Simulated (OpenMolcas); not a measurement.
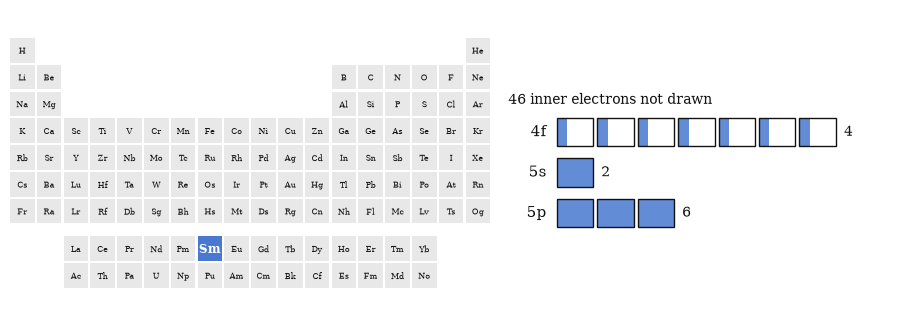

Figure 1. Left, the place of samarium in the periodic table; right, the outer shells of the leading configuration of the lowest level: a box for each of the 2l + 1 orbitals, shaded by the share of the shell that is filled, with the electron count at the right.

**Run report: Sm⁴⁺, multiconfigurational calculation**

- system: Sm⁴⁺.
- method: state-averaged MS-CASPT2, IPEA shift 0.4, real shift 0.25 hartree, closed shells 5s 5p correlated, active space 4 electrons in the shell 4f, basis ANO-RCC-VDZ, DKH4 scalar Hamiltonian, spin-orbit coupling by RASSI with atomic mean-field integrals (OpenMolcas)

## Log (extracts)
```
--- CASPT2 ---
Orbital specifications:
      -----------------------

      Symmetry species                           1   2
                                                ag  au
      Frozen orbitals                           14   9
      Inactive orbitals                          1   3
      Active orbitals                            0   7
      Secondary orbitals                        12  13
      Deleted orbitals                           0   0
      Number of basis functions                 27  32
Type of calculation                        MS-CASPT2
      Fock operator                              state-specific
      IPEA shift                                 0.40
      Real shift                                 0.25
      Imaginary shift                            0.00
      The input orbitals will be transformed to quasi-canonical
Reference energy:      -10420.2389464631
      E2 (Non-variational):      -0.1601531871
      Shift correction:          -0.0104135560
      E2 (Variational):          -0.1705667431
      Total energy:          -10420.4095132062
      Residual norm:              0.0000006632
      Reference weight:           0.96001
      Contributions to the CASPT2 correlation energy
      Active & Virtual Only:         -0.0088488583
      One Inactive Excited:          -0.0295507827
      Two Inactive Excited:          -0.1217535461
Reference energy:      -10420.2389464631
      E2 (Non-variational):      -0.1601651257
      Shift correction:          -0.0104154626
      E2 (Variational):          -0.1705805883
      Total energy:          -10420.4095270514
      Residual norm:              0.0000006656
      Reference weight:           0.96000
      Contributions to the CASPT2 correlation energy
      Active & Virtual Only:         -0.0089019464
      One Inactive Excited:          -0.0295124194
      Two Inactive Excited:          -0.1217507599
::    CASPT2 Root  1     Total energy: -10420.40951321
::    CASPT2 Root  2     Total energy: -10420.40952705
::    CASPT2 Root  3     Total energy: -10420.40940008
::    CASPT2 Root  4     Total energy: -10420.40960556
::    CASPT2 Root  5     Total energy: -10420.40972228
::    CASPT2 Root  6     Total energy: -10420.40950868
::    CASPT2 Root  7     Total energy: -10420.40983434
::    CASPT2 Root  8     Total energy: -10420.40980735
::    CASPT2 Root  9     Total energy: -10420.40965567
::    CASPT2 Root 10     Total energy: -10420.40955977
::    CASPT2 Root 11     Total energy: -10420.40965526
::    CASPT2 Root 12     Total energy: -10420.40948974
::    CASPT2 Root 13     Total energy: -10420.40943679
::    CASPT2 Root 14     Total energy: -10420.33887969
::    CASPT2 Root 15     Total energy: -10420.33902507
::    CASPT2 Root 16     Total energy: -10420.33902771
::    CASPT2 Root 17     Total energy: -10420.33902916
::    CASPT2 Root 18     Total energy: -10420.33871960
::    CASPT2 Root 19     Total energy: -10420.33898923
::    CASPT2 Root 20     Total energy: -10420.33886533
::    CASPT2 Root 21     Total energy: -10420.33913442
::    CASPT2 Root 22     Total energy: -10420.29802299
::    CASPT2 Root 23     Total energy: -10420.29783655
::    CASPT2 Root 24     Total energy: -10420.29817145
::    CASPT2 Root 25     Total energy: -10420.29814067
::    CASPT2 Root 26     Total energy: -10420.29814149
::    CASPT2 Root 27     Total energy: -10420.29797367
::    CASPT2 Root 28     Total energy: -10420.29852768
::    CASPT2 Root 29     Total energy: -10420.29808672
::    CASPT2 Root 30     Total energy: -10420.29809152
--- CASPT2 ---
Orbital specifications:
      -----------------------

      Symmetry species                           1   2
                                                ag  au
      Frozen orbitals                           14   9
      Inactive orbitals                          1   3
      Active orbitals                            0   7
      Secondary orbitals                        12  13
      Deleted orbitals                           0   0
      Number of basis functions                 27  32
Type of calculation                        SS-CASPT2
      Fock operator                              state-specific
      IPEA shift                                 0.40
      Real shift                                 0.25
      Imaginary shift                            0.00
      The input orbitals will be transformed to quasi-canonical
Reference energy:      -10420.1469969913
      E2 (Non-variational):      -0.1631733939
      Shift correction:          -0.0106826351
      E2 (Variational):          -0.1738560290
      Total energy:          -10420.3208530203
      Residual norm:              0.0000005202
      Reference weight:           0.95902
      Contributions to the CASPT2 correlation energy
      Active & Virtual Only:         -0.0115215968
      One Inactive Excited:          -0.0299227194
      Two Inactive Excited:          -0.1217290777
Reference energy:      -10420.1469969913
      E2 (Non-variational):      -0.1630411009
      Shift correction:          -0.0106584678
      E2 (Variational):          -0.1736995687
      Total energy:          -10420.3206965600
      Residual norm:              0.0000004911
      Reference weight:           0.95911
      Contributions to the CASPT2 correlation energy
      Active & Virtual Only:         -0.0114411831
      One Inactive Excited:          -0.0298691775
      Two Inactive Excited:          -0.1217307403
::    CASPT2 Root  1     Total energy: -10420.32085302
::    CASPT2 Root  2     Total energy: -10420.32069656
::    CASPT2 Root  3     Total energy: -10420.32113620
::    CASPT2 Root  4     Total energy: -10420.32092505
::    CASPT2 Root  5     Total energy: -10420.32079836
::    CASPT2 Root  6     Total energy: -10420.32094808
::    CASPT2 Root  7     Total energy: -10420.32081053
::    CASPT2 Root  8     Total energy: -10420.32096263
::    CASPT2 Root  9     Total energy: -10420.32098278
::    CASPT2 Root 10     Total energy: -10420.32074560
::    CASPT2 Root 11     Total energy: -10420.32075907
::    CASPT2 Root 12     Total energy: -10420.32083629
::    CASPT2 Root 13     Total energy: -10420.32071064
::    CASPT2 Root 14     Total energy: -10420.32085049
::    CASPT2 Root 15     Total energy: -10420.32077155
::    CASPT2 Root 16     Total energy: -10420.29823199
::    CASPT2 Root 17     Total energy: -10420.29820643
::    CASPT2 Root 18     Total energy: -10420.29821737
::    CASPT2 Root 19     Total energy: -10420.29825942
::    CASPT2 Root 20     Total energy: -10420.29826113
::    CASPT2 Root 21     Total energy: -10420.29825779
::    CASPT2 Root 22     Total energy: -10420.29828883
::    CASPT2 Root 23     Total energy: -10420.29825776
::    CASPT2 Root 24     Total energy: -10420.29826311
::    CASPT2 Root 25     Total energy: -10420.29823786
::    CASPT2 Root 26     Total energy: -10420.29820316
::    CASPT2 Root 27     Total energy: -10420.28931149
::    CASPT2 Root 28     Total energy: -10420.28941825
::    CASPT2 Root 29     Total energy: -10420.28943098
::    CASPT2 Root 30     Total energy: -10420.28933132
--- CASPT2 ---
Orbital specifications:
      -----------------------

      Symmetry species                           1   2
                                                ag  au
      Frozen orbitals                           14   9
      Inactive orbitals                          1   3
      Active orbitals                            0   7
      Secondary orbitals                        12  13
      Deleted orbitals                           0   0
      Number of basis functions                 27  32
Type of calculation                        MS-CASPT2
      Fock operator                              state-specific
      IPEA shift                                 0.40
      Real shift                                 0.25
      Imaginary shift                            0.00
      The input orbitals will be transformed to quasi-canonical
Reference energy:      -10420.0911252355
      E2 (Non-variational):      -0.1640871383
      Shift correction:          -0.0107179701
      E2 (Variational):          -0.1748051084
      Total energy:          -10420.2659303439
      Residual norm:              0.0000003249
      Reference weight:           0.95889
      Contributions to the CASPT2 correlation energy
      Active & Virtual Only:         -0.0122205598
      One Inactive Excited:          -0.0303123740
      Two Inactive Excited:          -0.1215542045
Reference energy:      -10420.0911252355
      E2 (Non-variational):      -0.1641480908
      Shift correction:          -0.0107252296
      E2 (Variational):          -0.1748733204
      Total energy:          -10420.2659985559
      Residual norm:              0.0000003158
      Reference weight:           0.95886
      Contributions to the CASPT2 correlation energy
      Active & Virtual Only:         -0.0122159799
      One Inactive Excited:          -0.0303794212
      Two Inactive Excited:          -0.1215526897
::    CASPT2 Root  1     Total energy: -10420.26593034
::    CASPT2 Root  2     Total energy: -10420.26599856
::    CASPT2 Root  3     Total energy: -10420.26609603
::    CASPT2 Root  4     Total energy: -10420.26615262
::    CASPT2 Root  5     Total energy: -10420.26604895
::    CASPT2 Root  6     Total energy: -10420.26625038
::    CASPT2 Root  7     Total energy: -10420.26618357
::    CASPT2 Root  8     Total energy: -10420.26608547
::    CASPT2 Root  9     Total energy: -10420.26611023
::    CASPT2 Root 10     Total energy: -10420.26614189
::    CASPT2 Root 11     Total energy: -10420.26612886
::    CASPT2 Root 12     Total energy: -10420.26616643
::    CASPT2 Root 13     Total energy: -10420.26605715
::    CASPT2 Root 14     Total energy: -10420.26600310
::    CASPT2 Root 15     Total energy: -10420.26630682
::    CASPT2 Root 16     Total energy: -10420.26608854
::    CASPT2 Root 17     Total energy: -10420.26627508
::    CASPT2 Root 18     Total energy: -10420.25315832
::    CASPT2 Root 19     Total energy: -10420.25332969
::    CASPT2 Root 20     Total energy: -10420.25333032
::    CASPT2 Root 21     Total energy: -10420.25334676
::    CASPT2 Root 22     Total energy: -10420.25333197
::    CASPT2 Root 23     Total energy: -10420.24100751
::    CASPT2 Root 24     Total energy: -10420.24107605
::    CASPT2 Root 25     Total energy: -10420.24094325
::    CASPT2 Root 26     Total energy: -10420.24106331
::    CASPT2 Root 27     Total energy: -10420.24114644
::    CASPT2 Root 28     Total energy: -10420.24089859
::    CASPT2 Root 29     Total energy: -10420.24088491
::    CASPT2 Root 30     Total energy: -10420.24088630
```

## Spin-orbit levels, grouped by J and assigned

| Configuration | Level | E (cm⁻¹) | LS purity (%) | Landé g |
| --- | --- | --- | --- | --- |
| 4f⁴ | ⁵I₄ | 0 | 97 | 0.605 |
| 4f⁴ | ⁵I₅ | 2,000 | 99 | 0.902 |
| 4f⁴ | ⁵I₆ | 4,195 | 99 | 1.071 |
| 4f⁴ | ⁵I₇ | 6,513 | 98 | 1.176 |
| 4f⁴ | ⁵I₈ | 8,904 | 96 | 1.245 |
| 4f⁴ | ⁵F₁ | 17,390 | 95 | 0.025 |
| 4f⁴ | ⁵F₂ | 18,010 | 93 | 1.006 |
| 4f⁴ | ⁵F₃ | 19,160 | 95 | 1.242 |
| 4f⁴ | ⁵S₂ | 20,260 | 94 | 1.968 |
| 4f⁴ | ⁵F₄ | 20,450 | 89 | 1.320 |
| 4f⁴ | ³K₆ | 22,100 | 98 | 0.860 |
| 4f⁴ | ⁵F₅ | 22,320 | 91 | 1.382 |
| 4f⁴ | ³K₇ | 23,940 | 85 | 1.003 |
| 4f⁴ | ³H₄ | 24,530 | 55 | 0.935 |
| 4f⁴ | ⁵G₂ | 25,530 | 93 | 0.357 |
| 4f⁴ | ⁵G₃ | 25,820 | 66 | 0.874 |
| 4f⁴ | ³K₈ | 25,990 | 73 | 1.100 |
| 4f⁴ | ³H₅ | 27,620 | 57 | 1.126 |
| 4f⁴ | ⁵G₄ | 28,490 | 73 | 1.070 |
| 4f⁴ | ³G₃ | 29,510 | 67 | 0.812 |
| 4f⁴ | ⁵G₅ | 31,000 | 71 | 1.198 |
| 4f⁴ | ³L₇ | 31,190 | 87 | 0.894 |
| 4f⁴ | ³D₂ | 31,340 | 64 | 1.209 |
| 4f⁴ | J = 6 (even, mixed) | 31,440 | 54 | 1.239 |
| 4f⁴ | J = 1 (even, mixed) | 32,240 | 50 | 0.942 |
| 4f⁴ | ³L₈ | 32,730 | 68 | 1.010 |
| 4f⁴ | ³G₄ | 33,340 | 62 | 1.040 |
| 4f⁴ | ⁵G₆ | 33,750 | 56 | 1.257 |
| 4f⁴ | ³L₉ | 34,020 | 79 | 1.090 |
| 4f⁴ | J = 8 (even, mixed) | 34,270 | 48 | 0.952 |
| 4f⁴ | ³D₃ | 34,390 | 87 | 1.310 |
| 4f⁴ | ³P₀ | 34,590 | 100 | – |
| 4f⁴ | J = 2 (even, mixed) | 35,590 | 39 | 1.150 |
| 4f⁴ | ³G₅ | 36,580 | 74 | 1.184 |
| 4f⁴ | ³F₄ | 37,030 | 72 | 1.205 |
| 4f⁴ | J = 1 (even, mixed) | 37,320 | 54 | 1.036 |

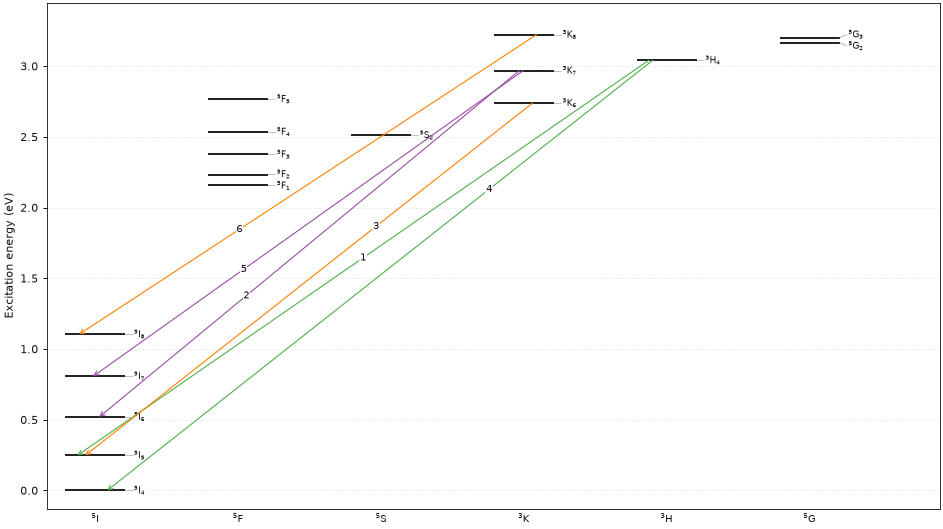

Figure 2. Levels of Sm⁴⁺ (samarium, Z = 62) with 6 numbered transitions. Rates are at computed energies.

| No. | Upper | Lower | Type | λ (vacuum) | A (s⁻¹) |
| --- | --- | --- | --- | --- | --- |
| 1 | 4f⁴ ³H₄ | 4f⁴ ⁵I₅ | M1 | 444 nm | 4.3 |
| 2 | 4f⁴ ³K₇ | 4f⁴ ⁵I₆ | M1 | 506 nm | 4.1 |
| 3 | 4f⁴ ³K₆ | 4f⁴ ⁵I₅ | M1 | 498 nm | 3.5 |
| 4 | 4f⁴ ³H₄ | 4f⁴ ⁵I₄ | M1 | 408 nm | 6.7 |
| 5 | 4f⁴ ³K₇ | 4f⁴ ⁵I₇ | M1 | 574 nm | 3.7 |
| 6 | 4f⁴ ³K₈ | 4f⁴ ⁵I₈ | M1 | 585 nm | 6.1 |

Line 4 has the largest rate; it falls in the visible region.

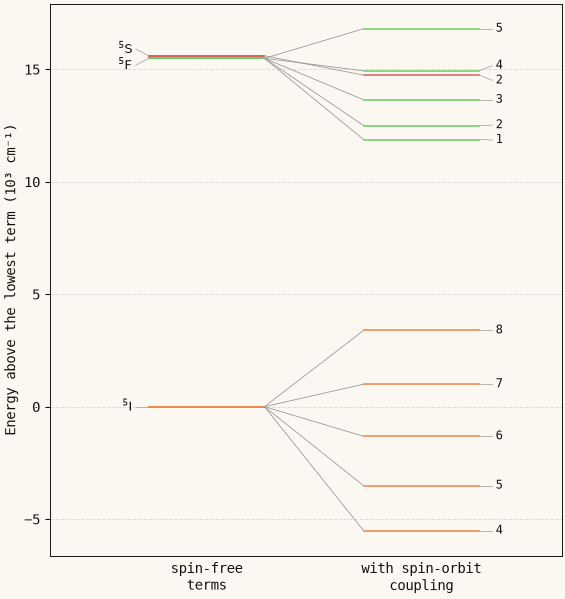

Figure 3. Terms of Sm V (Sm⁴⁺) without and with spin-orbit coupling; numbers at the right are J. ⁵I (at 0) splits over 8,900 cm⁻¹ into J = 4, 5, 6, 7, 8 from the bottom up (normal); ⁵F (at 15,500 cm⁻¹) splits over 4,930 cm⁻¹ into J = 1, 2, 3, 4, 5 from the bottom up (normal); ⁵S (at 15,600 cm⁻¹) gives the one level J = 2. The ground level lies 5,510 cm⁻¹ below the lowest term.

## Input
```
&GATEWAY
Coord
1

Sm 0.0 0.0 0.0
Basis=ANO-RCC-VDZ
Group=XYZ
NoMove
AngMom=0.0 0.0 0.0
AMFI
&SEWARD
Relativistic=R04O02
&RASSCF
FileOrb=start.orb
Symmetry=1
Spin=5
nActEl=4 0 0
Inactive=15 12
Ras2=0 7
CIRoot=35 35 1
SDav=35
CIMx=300
Iter=120 100
PrWF=0.3
OrbListing=Nothing
MaxOrb=0
Atom
>>> COPY $Project.JobIph JOB001
&RASSCF
FileOrb=start.orb
Symmetry=1
Spin=3
nActEl=4 0 0
Inactive=15 12
Ras2=0 7
CIRoot=210 210 1
SDav=210
CIMx=300
Iter=120 100
PrWF=0.3
OrbListing=Nothing
MaxOrb=0
Atom
>>> COPY $Project.JobIph JOB002
&RASSCF
FileOrb=start.orb
Symmetry=1
Spin=1
nActEl=4 0 0
Inactive=15 12
Ras2=0 7
CIRoot=196 196 1
SDav=196
CIMx=300
Iter=120 100
PrWF=0.3
OrbListing=Nothing
MaxOrb=0
Atom
>>> COPY $Project.JobIph JOB003
&RASSI
NrOfJobIphs=3 35 106 55
1 2 3 4 5 6 7 8 9 10 11 12 13 14 15 16 17 18 19 20 21 22 23 24 25 26 27
28 29 30 31 32 33 34 35
1 2 3 4 5 6 7 8 9 10 11 12 13 14 15 16 17 18 19 20 21 22 23 24 25 26 27
28 29 30 31 32 33 34 35 36 37 38 39 40 41 42 43 44 45 46 47 48 49 50 51
52 53 54 55 56 57 58 59 60 61 62 63 64 65 66 67 68 69 70 71 72 73 74 75
76 77 78 79 80 81 82 83 84 85 86 87 88 89 90 91 92 93 94 95 96 97 98 99
100 101 102 103 104 105 106
1 2 3 4 5 6 7 8 9 10 11 12 13 14 15 16 17 18 19 20 21 22 23 24 25 26 27
28 29 30 31 32 33 34 35 36 37 38 39 40 41 42 43 44 45 46 47 48 49 50 51
52 53 54 55
IphNames
JOB001
JOB002
JOB003
EJob
SpinOrbit
DIPRint=1.0
SOCoupling=1000.0
Subsets=2
Property=9
'ANGMOM' 1 'ANGMOM' 2 'ANGMOM' 3 'MLTPL  1' 1 'MLTPL  1' 2 'MLTPL  1' 3
'AMFI' 1 'AMFI' 2 'AMFI' 3
SOProperty=3
'ANGMOM' 1 'ANGMOM' 2 'ANGMOM' 3
>>> COPY JOB001 $Project.JobIph
&CASPT2
Multistate=35 1 2 3 4 5 6 7 8 9 10 11 12 13 14 15 16 17 18 19 20 21 22
23 24 25 26 27 28 29 30 31 32 33 34 35
Frozen=14 9
IPEA=0.4
Shift=0.25
MaxIter=60
WThr=0.0 0.3 0.05
PrWF=0.5
NoMix
>>> COPY JOB002 $Project.JobIph
&CASPT2
Multistate=106 1 2 3 4 5 6 7 8 9 10 11 12 13 14 15 16 17 18 19 20 21 22
23 24 25 26 27 28 29 30 31 32 33 34 35 36 37 38 39 40 41 42 43 44 45 46
47 48 49 50 51 52 53 54 55 56 57 58 59 60 61 62 63 64 65 66 67 68 69 70
71 72 73 74 75 76 77 78 79 80 81 82 83 84 85 86 87 88 89 90 91 92 93 94
95 96 97 98 99 100 101 102 103 104 105 106
NoMult
Frozen=14 9
IPEA=0.4
Shift=0.25
MaxIter=60
WThr=0.0 0.3 0.05
PrWF=0.5
NoMix
>>> COPY JOB003 $Project.JobIph
&CASPT2
Multistate=55 1 2 3 4 5 6 7 8 9 10 11 12 13 14 15 16 17 18 19 20 21 22
23 24 25 26 27 28 29 30 31 32 33 34 35 36 37 38 39 40 41 42 43 44 45 46
47 48 49 50 51 52 53 54 55
Frozen=14 9
IPEA=0.4
Shift=0.25
MaxIter=60
WThr=0.0 0.3 0.05
PrWF=0.5
NoMix
```

The file start.orb holds starting orbitals from an earlier step. A driver script formed the levels outside the program, from RASSI's spin-orbit matrix and the CASPT2 energies (for multi-state variants, the effective Hamiltonian), averaged over the components of each term or state. The log and the time are those of the CASPT2 step.

Run as:
```bash
OMP_NUM_THREADS=1 MOLCAS_MEM=2252 MOLCAS_PROJECT=a pymolcas a.inp > a.log  # once for each step of the input, in one work folder
```

## Summary

| quantity | value |
| --- | --- |
| outcome | converged; degenerate states are split by up to 367 cm⁻¹ |
| lowest level | 4f⁴ ⁵I₄ |
| first excited level | 4f⁴ ⁵I₅, 2,000 cm⁻¹ |
| energy of the lowest spin-free term | −10420.40959 hartree |
| energy of the lowest spin-orbit level | −10420.43471 hartree |
| CASPT2 correlation energy | −0.1706 hartree |
| largest spread among components of a term | 366.6 cm⁻¹ |
| lowest reference weight | 0.956 |
| hardware | 1 CPU thread, shared host |
| wall time | 76 s |

## Remarks

The components of ⁵I, which symmetry makes degenerate, are split by 367 cm⁻¹ in CASPT2, and those of 11 more by over 50 cm⁻¹. This is an artefact; the levels of such states rest on averages and are uncertain by about as much. To bear in mind: large blocks without multistate coupling; small basis contracted for the neutral atom, rough for a high charge; only configurations of the active space are included; spin-free states above about 48,000 cm⁻¹ are left out of the spin-orbit step; levels of higher terms that fall inside the range are not drawn.
